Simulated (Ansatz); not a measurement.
The calculation's input:

```
crystal:
  periodic: [false, false, false]
  atoms:
    - {symbol: S, position_ang: [-0.597618, 0.592840, -0.252533]}
    - {symbol: S, position_ang: [0.986590, -0.579780, -0.952674]}
    - {symbol: H, position_ang: [1.703199, -0.661742, 0.211731]}
    - {symbol: H, position_ang: [-0.077137, 1.825547, -0.545148]}
basis:
  gaussian:
    orbitals: def2-TZVPD
hamiltonian:
  xc: pbe0
output: {forces: true, orbitals: {seedname: orbitals}}
```

Command:

```sh
ansatz run input.yaml --threads 1 --pin off --max-ram 2610MiB --events-out events.jsonl --progress --plain --runs-dir runs
```

Geometry: PBE-D3(BJ)/def2-SVP.

Method: Ansatz, isolated molecule in a Gaussian basis; Kohn-Sham density functional theory, functional PBE0.

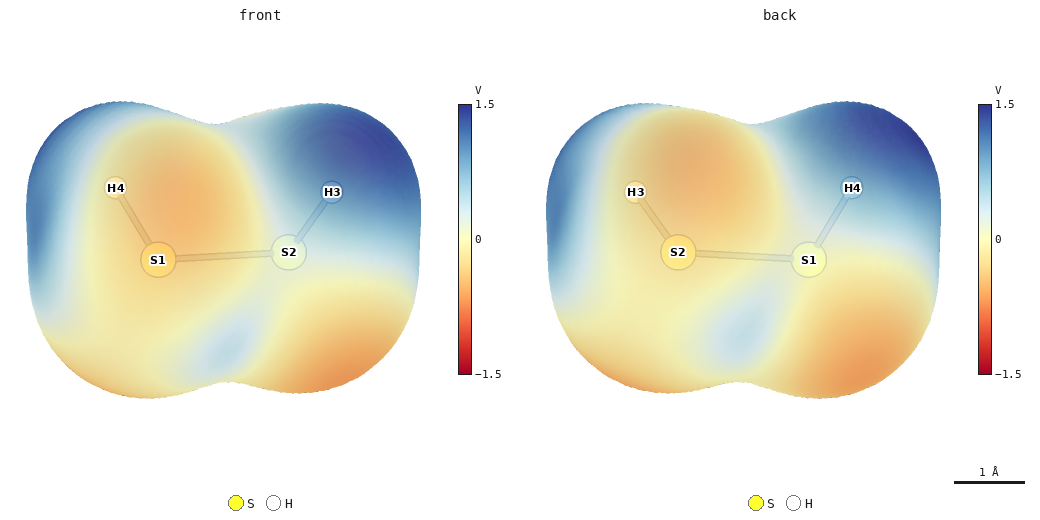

H2S2. The electrostatic potential painted on the density surface at 0.002 e/bohr³, seen from the front and from behind; red is negative and blue positive.

> Where is the surface potential most negative and most positive?

The most negative region (about −0.7 V) lies over S1 and S2, the most positive (about +1.4 V) over H3 and H4.

> How polar is the molecule by this calculation?

Its dipole moment is 1.15 D.
